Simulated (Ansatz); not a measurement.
# SF (Monosulfur monofluoride) at UHSE06/cc-pVTZ

Aim: the energy change on altering one bond length of SF (Monosulfur monofluoride) at UHSE06/cc-pVTZ, from 2 runs. 

The results are computed with Ansatz 0.2.0.

40 further runs of the same task are left out: 4 that didn't finish, 36 set aside as unsound or not needed.

### 1 The system as given

SF has 2 atoms, charge 0, and is taken as a doublet. As SMILES, `F[S]`. The coordinates come from a PBE0-D4/def2-TZVP relaxation.

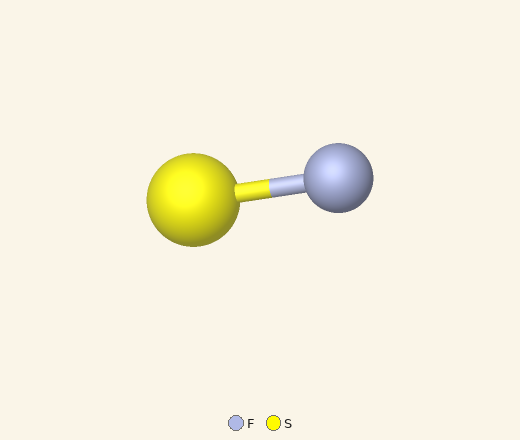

Viewed from a chosen angle; fluorine light blue, sulfur yellow.

### 2 The energy at UHSE06/cc-pVTZ

run.yaml

```yaml
crystal:
  periodic: [false, false, false]
  atoms:
    - symbol: F
      position_ang: [-0.000000, -0.000000, 0.016120]
    - symbol: S
      position_ang: [0.000000, 0.000000, 1.610410]
basis:
  gaussian:
    orbitals: cc-pVTZ
magnetization:
  spin_polarized: true
  initial_magnetization: 1
hamiltonian:
  xc: hse06
accuracy: high
output: {orbitals: {seedname: orbitals}}
```

The run is started by

```console
ansatz run run.yaml --threads 1 --pin off --max-ram 3480MiB --events-out events.jsonl --progress --plain --runs-dir runs
```

Output:

```text
Warning: RAYON_NUM_THREADS=1 ignored (pool sized by the plan → 1); use --threads N
Functional definition: HSE06
  name "HSE06"
  parameter a = 0.25
  parameter omega = 0.11/bohr
  exchange = pbe_x - a*pbe_x_sr(omega) + a*exact_x_sr(omega)
  correlation = pbe_c
883 factors; integrals over basis functions are off by at most 3.8e-9 eV
56 factors; integrals over basis functions are off by at most 1.1e-9 eV
mean field evaluation 1: about -13544.3065 eV, gradient 1.5e1 eV
mean field evaluation 2: about -13542.8078 eV, gradient 2.7e1 eV
mean field evaluation 4: about -13544.9231 eV, gradient 5.1e-1 eV
mean field evaluation 8: about -13545.0083 eV, gradient 9.0e-2 eV
mean field evaluation 16: about -13545.0084 eV, gradient 3.5e-5 eV
mean field -13545.00838880 eV, -497.7698771519 hartree, gradient 5.7e-8 eV, S^2 0.754954; 0 other end points of the search recorded, 0 dependent functions left out
reference -13545.00839064 eV, -497.7698772196 hartree; 13, 12 occupied and 51, 52 virtual orbitals, 883 factors
Total energy: -13545.00839064 eV, -497.7698772196 hartree
```

It took 4.2 s on 1 thread of Arm Neoverse V1, shared host; peak memory 0.16 GiB.

### 3 The distorted shape, same level

input.yaml

```yaml
crystal:
  periodic: [false, false, false]
  atoms:
    - symbol: F
      position_ang: [-0.000000, -0.000000, -1.896990]
    - symbol: S
      position_ang: [0.000000, 0.000000, 1.610410]
basis:
  gaussian: {orbitals: cc-pVTZ}
magnetization: {spin_polarized: true, initial_magnetization: 1}
hamiltonian: {xc: hse06}
accuracy: high
output: {orbitals: {seedname: orbitals}}
```

The run is started by

```console
ansatz run input.yaml --threads 1 --pin off --max-ram 3480MiB --events-out events.jsonl --progress --plain --runs-dir runs
```

Output, shortened:

```text
Warning: RAYON_NUM_THREADS=1 ignored (pool sized by the plan → 1); use --threads N
[... 2 set-up lines as earlier in the session ...]
[...]
722 factors; integrals over basis functions are off by at most 2.8e-9 eV
66 factors; integrals over basis functions are off by at most 1.1e-9 eV
[...]
mean field -13541.50050006 eV, -497.6409646186 hartree, gradient 7.8e-9 eV, S^2 1.756706; 7 other end points of the search recorded, 0 dependent functions left out
reference -13541.50050205 eV, -497.6409646918 hartree; 13, 12 occupied and 51, 52 virtual orbitals, 722 factors
Total energy: -13541.50050205 eV, -497.6409646918 hartree
```

Run time: 26 s. Hardware: 1 thread of Arm Neoverse V1, shared host; peak memory 0.16 GiB.

### 4 Outcome

Level: UHSE06/cc-pVTZ.

| quantity | value |
| --- | --- |
| first shape: total energy | -497.76988 Eh |
| first shape: HOMO energy (highest over α and β) | -6.77 eV |
| first shape: LUMO energy (lowest over α and β) | -4.68 eV |
| first shape: ⟨S²⟩ | 0.755 |
| distorted shape: total energy | -497.64096 Eh |
| distorted shape: HOMO energy (highest over α and β) | -7.38 eV |
| distorted shape: LUMO energy (lowest over α and β) | -6.32 eV |
| distorted shape: ⟨S²⟩ | 1.757 |
| energy change with the F1–S2 bond stretched from 1.594 to 3.507 Å | 3.508 eV |

What this shows: With the F1–S2 bond stretched from 1.594 to 3.507 Å the energy rises by 3.51 eV (81 kcal/mol). The first shape isn't relaxed at this level, so the change isn't measured from a minimum. ⟨S²⟩ (distorted shape) is 1.76 where a pure doublet has 0.75: the reference is spin-contaminated.
